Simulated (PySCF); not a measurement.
**One shape, several levels: CaI (SMILES [Ca][I])**

Aim: a comparison of 6 runs (U-r2SCAN/STO-6G, UB3LYP/STO-6G, NEVPT2(3,3)/STO-6G, UCCSDT/STO-6G, UCISD/STO-6G, UCCSD(T)/STO-6G) of CaI. The job is set up through a Python script.

Program for the calculation: PySCF 2.14.0.

2 further runs of the same task are left out: 2 set aside as unsound or not needed.

## Step 1: The system as given

CaI has 2 atoms, charge 0, and is taken as a doublet. As SMILES, `[Ca][I]`. The Ca1–I2 distance was set to 3.513 Å, away from the relaxed value.

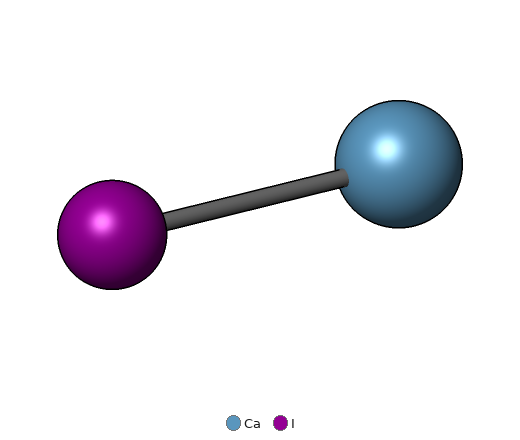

The structure, seen from a chosen angle (calcium blue, iodine purple).

## Step 2: A single-point energy at U-r2SCAN/STO-6G (run 1)

Contents of job.py:

```python
from pyscf import gto, dft

system = gto.M(
    atom=[
    ('Ca', (0.000000, 0.000000, -0.585400)),
    ('I', (0.000000, 0.000000, 2.927200)),
],
    max_memory=1860,
    charge=0,
    verbose=3,
    spin=1,
    basis='sto-6g',
)

ks = dft.UKS(system, xc='r2scan')
ks.conv_tol = 1e-10
ks.grids.level = 5
ks.kernel()
if not ks.converged:
    ks = ks.newton().run(ks.mo_coeff, ks.mo_occ)

energy = ks.e_tot
print('Final energy', energy)
```

On the command line:

```
$ OMP_NUM_THREADS=1 python job.py
```

What it wrote:

```text
WARN: HOMO -0.228262206538977 >= LUMO -0.228262206538932

WARN: HOMO 0.0198357499556869 >= LUMO 0.0198357499557828

WARN: HOMO -0.0425911048926401 >= LUMO -0.0419940850429994

converged SCF energy = -7563.44406751482  <S^2> = 0.75556189  2S+1 = 2.0055542
Final energy -7563.444067514823
```

It took 12 s on 1 thread of Arm Neoverse V1, shared host; peak memory 0.27 GiB.

## Step 3: A single-point energy at UB3LYP/STO-6G (run 2)

Contents of job.py:

```python
from pyscf import gto, dft

system = gto.Mole()
system.atom = [
    ('Ca', (0.000000, 0.000000, -0.585400)),
    ('I', (0.000000, 0.000000, 2.927200)),
]
system.charge = 0
system.spin = 1
system.max_memory = 1860
system.basis = 'sto-6g'
system.verbose = 3
system.build()

ks = dft.UKS(system)
ks.xc = 'b3lyp'
ks.conv_tol = 1e-10
ks.grids.level = 5
ks.kernel()
if not ks.converged:
    ks = ks.newton().run(ks.mo_coeff, ks.mo_occ)

etot = ks.e_tot
print(f'total energy: {etot:.8f} hartree')
```

On the command line:

```
$ OMP_NUM_THREADS=1 python job.py
```

What it wrote:

```text
WARN: HOMO -0.243715491965831 >= LUMO -0.243715491965809

WARN: HOMO -0.00909941277483064 >= LUMO -0.00909941277474514

converged SCF energy = -7563.28557619698  <S^2> = 0.75472421  2S+1 = 2.0047186
total energy: -7563.28557620 hartree
```

Wall time 8.4 s (1 thread of Arm Neoverse V1, shared host); peak memory 0.26 GiB.

Runs 3 to 4 aren't shown in full; the table further down has their settings and results.

## Step 4: A single-point energy at UCISD/STO-6G (run 5)

Contents of geometry.xyz:

```xyz
2

Ca     0.000000     0.000000    -0.585400
I      0.000000     0.000000     2.927200
```

Contents of calc.py:

```python
from pyscf import gto, ci

mol = gto.Mole()
mol.atom = 'geometry.xyz'
mol.basis = 'sto-6g'
mol.spin = 1
mol.max_memory = 1860
mol.charge = 0
mol.verbose = 4
mol.build()

mf = mol.UHF()
mf.conv_tol = 1e-10
mf.kernel()
if not mf.converged:
    mf = mf.newton().run(mf.mo_coeff, mf.mo_occ)

cisd = ci.CISD(mf, frozen=23)
cisd.kernel()
e_tot = cisd.e_tot
print('E(%s) = %.9f' % ('CISD', e_tot))
```

On the command line:

```
$ OMP_NUM_THREADS=1 python calc.py
```

What it wrote:

```text
PySCF version 2.14.0

[... 82 lines left out ...]
converged SCF energy = -7560.22741872781  <S^2> = 0.77087424  2S+1 = 2.0207664
[... 1 line left out ...]
******** <class 'pyscf.ci.ucisd.UCISD'> ********
CISD nocc = (np.int64(14), np.int64(13)), nmo = (17, 17)
frozen orbitals 23
max_cycle = 50
direct = 0
conv_tol = 1e-09
max_cycle = 50
max_space = 12
lindep = 0
nroots = 1
Init t2, MP2 energy = -0.0126349053351359
UCISD converged
E(UCISD) = -7560.246952929171  E_corr = -0.01953420136309059
E(CISD) = -7560.246952929
```

It took 3 s on 1 thread of Arm Neoverse V1, shared host; peak memory 0.13 GiB.

## Step 5: The energy at UCCSD(T)/STO-6G (run 6)

Contents of job.py:

```python
from pyscf import gto, scf, cc

mol = gto.M(
    atom='''
Ca     0.000000     0.000000    -1.106246
I      0.000000     0.000000     5.531606
''',
    verbose=3,
    spin=1,
    basis='sto-6g',
    unit='bohr',
    max_memory=1860,
)

hf = scf.UHF(mol)
hf.conv_tol = 1e-10
hf.kernel()
if not hf.converged:
    hf = hf.newton().run(hf.mo_coeff, hf.mo_occ)

mycc = cc.CCSD(hf, frozen=23)
mycc.kernel()
e_t = mycc.ccsd_t()
energy = mycc.e_tot + e_t
print('E = %.10f Eh' % energy)
```

On the command line:

```
$ OMP_NUM_THREADS=1 python job.py
```

What it wrote:

```text
converged SCF energy = -7560.22741872716  <S^2> = 0.77087424  2S+1 = 2.0207664
E(UCCSD) = -7560.246920400524  E_corr = -0.01950167336484476
UCCSD(T) correction = -0.000899702181404873
E = -7560.2478201027 Eh
```

It took 3.3 s on 1 thread of Arm Neoverse V1, shared host; peak memory 0.12 GiB.

## Step 6: Overview of the runs

```
run               level  integration grid      active selection   energy (Eh)  dipole moment (D) of the reference  HOMO energy (eV)  LUMO energy (eV)  wall time
  1     U-r2SCAN/STO-6G                 5                     –  -7563.444068                                6.29             -2.47             -1.36       12 s
  2       UB3LYP/STO-6G                 5                     –  -7563.285576                                5.88             -3.23             -1.50      8.4 s
  3  NEVPT2(3,3)/STO-6G                 –  mp2 natural orbitals  -7560.243213                                7.71                 –                 –      3.3 s
  4       UCCSDT/STO-6G                 –                     –  -7560.248118                                7.27             -5.18              1.93      7.2 s
  5        UCISD/STO-6G                 –                     –  -7560.246953                                7.27             -5.18              1.93        3 s
  6     UCCSD(T)/STO-6G                 –                     –  -7560.247820                                7.27             -5.18              1.93      3.3 s
```

## Step 7: What came out

| quantity | value |
| --- | --- |
| run 6: total energy | -7560.24782 Eh |
| run 6: dipole moment (Hartree–Fock density) | 7.27 D |
| run 6: HOMO energy (Hartree–Fock orbitals) (highest over α and β) | -5.18 eV |
| run 6: LUMO energy (Hartree–Fock orbitals) (lowest over α and β) | 1.93 eV |
| run 6: correlation energy (23 core orbitals frozen) | -20.4 mEh |
| run 6: (T) correction | -0.90 mEh |
| run 6: ⟨S²⟩ of the reference determinant | 0.771 |
| run 6: T1 diagnostic | 0.018 |

What this shows: Totals of different functionals can't be ranked against each other. In runs 1, 2, 3, 4, 5, 6 the basis is minimal, so the values are rough. In runs 1, 2, 3, 4, 5, 6 relativity is left out where basis or elements ask for it. All runs together took 37 s, the longest 12 s.
